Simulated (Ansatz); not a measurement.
# r2SCAN0/def2-SVPD run of [CF3]+ (SMILES F[C+](F)F)

Aim: the vertical ionisation energy of [CF3]+ at r2SCAN0/def2-SVPD, from 2 runs. 

Program for the calculation: Ansatz 0.2.0.

2 further runs of the same task are left out: 2 set aside as unsound or not needed.

## Step 1: Starting point

[CF3]+ has 4 atoms, charge +1, and is taken as a singlet. SMILES: `F[C+](F)F`. The shape is that of a PBE0-D4/def2-TZVP optimisation.

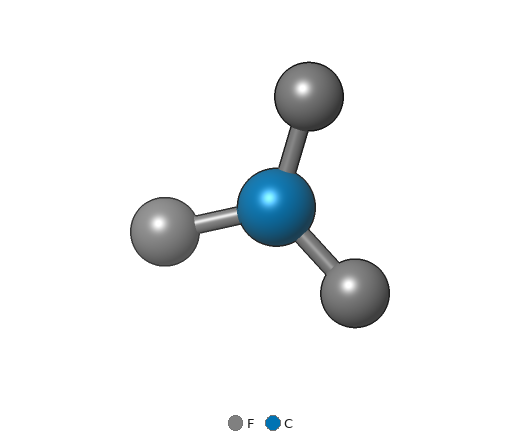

Viewed from a chosen angle; fluorine grey, carbon blue.

## Step 2: A single-point energy at r2SCAN0/def2-SVPD

The input, job.yaml:

```yaml
crystal:
  periodic: [false, false, false]
  atoms:
    - {symbol: F, position_ang: [0.698600, -0.114600, 1.005400]}
    - {symbol: C, position_ang: [0.000000, 0.000000, -0.000000]}
    - {symbol: F, position_ang: [-0.609500, -0.973400, -0.439400]}
    - {symbol: F, position_ang: [-0.089000, 1.088000, -0.566000]}
basis:
  gaussian:
    orbitals: def2-SVPD
hamiltonian:
  xc: {name: r2SCAN0}
accuracy: high
output:
  orbitals: {seedname: orbitals}
total_charge: 1
```

On the command line:

```console
ansatz run job.yaml --threads 1 --pin off --max-ram 3480MiB --events-out events.jsonl --progress --plain --runs-dir runs
```

The log of the run:

```text
Warning: RAYON_NUM_THREADS=1 ignored (pool sized by the plan → 1); use --threads N
Functional definition: r2SCAN0
  name "r2SCAN0"
  parameter a = 0.25
  parameter k0 = 0.174
  parameter k1 = 0.065
  parameter a1 = 4.9479
  exchange = (1 - a)*r2scan_x(k0 = k0, k1 = k1, a1 = a1) + a*exact_x
  correlation = r2scan_c
1754 factors; integrals over basis functions are off by at most 2.5e-9 eV
mean field evaluation 1: about -9159.4662 eV, gradient 6.2e1 eV
mean field evaluation 2: about -9155.4652 eV, gradient 8.2e1 eV
mean field evaluation 4: about -9164.6899 eV, gradient 4.9e-1 eV
mean field evaluation 8: about -9164.6934 eV, gradient 6.3e-3 eV
mean field evaluation 16: about -9164.6934 eV, gradient 8.7e-7 eV
mean field -9164.69339043 eV, -336.7962700459 hartree, gradient 4.8e-8 eV, S^2 0.000000; 0 other end points of the search recorded, 0 dependent functions left out
reference -9164.69339116 eV, -336.7962700728 hartree; 16, 16 occupied and 73, 73 virtual orbitals, 1754 factors
Total energy: -9164.69339116 eV, -336.7962700728 hartree
```

It took 6.9 s on 1 thread of Arm Neoverse V1, shared host; peak memory 0.27 GiB.

## Step 3: Doublet [CF3]2+

The input, in.yaml:

```yaml
crystal:
  periodic: [false, false, false]
  atoms:
    - {symbol: F, position_ang: [0.698600, -0.114600, 1.005400]}
    - {symbol: C, position_ang: [0.000000, 0.000000, -0.000000]}
    - {symbol: F, position_ang: [-0.609500, -0.973400, -0.439400]}
    - {symbol: F, position_ang: [-0.089000, 1.088000, -0.566000]}
basis:
  gaussian: {orbitals: def2-SVPD}
total_charge: 2
magnetization: {spin_polarized: true, initial_magnetization: 1}
hamiltonian: {xc: {name: r2SCAN0}}
accuracy: high
output: {orbitals: {seedname: orbitals}}
```

On the command line:

```console
ansatz run in.yaml --threads 1 --pin off --max-ram 3480MiB --events-out events.jsonl --progress --plain --runs-dir runs
```

The log of the run (excerpt; [...] marks lines left out):

```text
Warning: RAYON_NUM_THREADS=1 ignored (pool sized by the plan → 1); use --threads N
[... 8 set-up lines as earlier in the session ...]
1754 factors; integrals over basis functions are off by at most 2.5e-9 eV
mean field evaluation 1: about -9132.8092 eV, gradient 4.8e1 eV
mean field evaluation 2: about -9129.3945 eV, gradient 5.8e1 eV
mean field evaluation 4: about -9138.9204 eV, gradient 5.0e-1 eV
mean field evaluation 8: about -9139.1123 eV, gradient 2.1e-1 eV
mean field evaluation 16: about -9139.1125 eV, gradient 6.1e-4 eV
mean field evaluation 32: about -9138.3328 eV, gradient 8.5e0 eV
mean field -9139.11246382 eV, -335.8561883325 hartree, gradient 4.7e-8 eV, S^2 0.758703; 4 other end points of the search recorded, 0 dependent functions left out
reference -9139.11247750 eV, -335.8561888351 hartree; 16, 15 occupied and 73, 74 virtual orbitals, 1754 factors
Total energy: -9139.11247750 eV, -335.8561888351 hartree
```

Wall time 18 s (1 thread of Arm Neoverse V1, shared host); peak memory 0.41 GiB.

## Step 4: Summary of results

Level: r2SCAN0/def2-SVPD.

```
                                            quantity          value
                        singlet [CF3]+: total energy  -336.79627 Eh
                         singlet [CF3]+: HOMO energy      -22.40 eV
                         singlet [CF3]+: LUMO energy      -10.41 eV
                       singlet [CF3]+: HOMO–LUMO gap       11.99 eV
                       doublet [CF3]2+: total energy  -335.85619 Eh
 doublet [CF3]2+: HOMO energy (highest over α and β)      -32.36 eV
  doublet [CF3]2+: LUMO energy (lowest over α and β)      -28.75 eV
                               doublet [CF3]2+: ⟨S²⟩          0.759
vertical ionisation energy (to the doublet dication)      25.581 eV
```

What this shows: The vertical ionisation energy comes to 25.58 eV (590 kcal/mol). The negative HOMO energy of the first species, 22.40 eV, lies 3.18 eV below that difference.
